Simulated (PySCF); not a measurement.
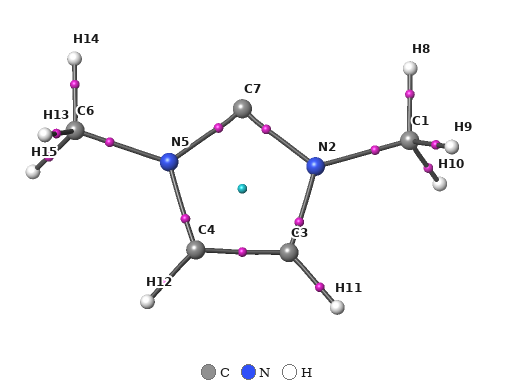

C5H8N2, SMILES `CN1C=CN(C)[C]1`. Molecular graph of the electron density (QTAIM): bond paths, bond critical points (magenta), ring points (cyan, if any); weak paths are dashed.

PySCF calculation, B3LYP/def2-SVPD, gas phase; geometry: GFN2-xTB. No frequency check shows the geometry to be a minimum.

Coordinates in Å:

```
C1      -2.4289    0.5604    0.0008
N2      -1.0637    0.1235   -0.0007
C3      -0.6762   -1.1938   -0.0004
C4       0.6762   -1.1939    0.0004
N5       1.0637    0.1235    0.0007
C6       2.4289    0.5604   -0.0008
C7       0.0001    0.9657    0.0001
H8      -2.4364    1.6486   -0.0036
H9      -2.9536    0.1969   -0.8868
H10     -2.9530    0.1969    0.8887
H11     -1.3781   -2.0033   -0.0005
H12      1.3781   -2.0033    0.0005
H13      2.9530    0.1969   -0.8887
H14      2.4364    1.6486    0.0036
H15      2.9536    0.1969    0.8868
```

### How many critical points of each kind are there, and does the count close?

15 nuclei, 15 bond, 1 ring and 0 cage critical points: 15 − 15 + 1 − 0 = 1, as the Poincaré–Hopf relation requires.

### Tabulate density, Laplacian, ellipticity and energy density at the bond critical points (atomic units).

```
            bond  length (Å)  ρ (a.u.)  ∇²ρ (a.u.)     ε  H (a.u.)
           C3–C4       1.352     0.333       −0.87  0.40    −0.342
 N5–C7 (2 alike)       1.357     0.315       −0.66  0.07    −0.525
 N2–C3 (2 alike)       1.373     0.312       −0.86  0.17    −0.483
C3–H11 (2 alike)       1.071     0.289       −1.13  0.04    −0.323
C6–H14 (2 alike)       1.088     0.284       −1.10  0.03    −0.313
C1–H10 (4 alike)       1.093     0.279       −1.04  0.03    −0.301
 C1–N2 (2 alike)       1.433     0.275       −0.80  0.02    −0.369
```

### What kind of interaction is N5–C7?

Shared-shell (covalent): ρ = 0.315, ∇²ρ = −0.66, H = −0.525 a.u.

Run time: 28 s on 1 thread of AMD EPYC 7R43 64-Core Processor (Zen 3), on a shared host, peak memory 0.78 GiB.
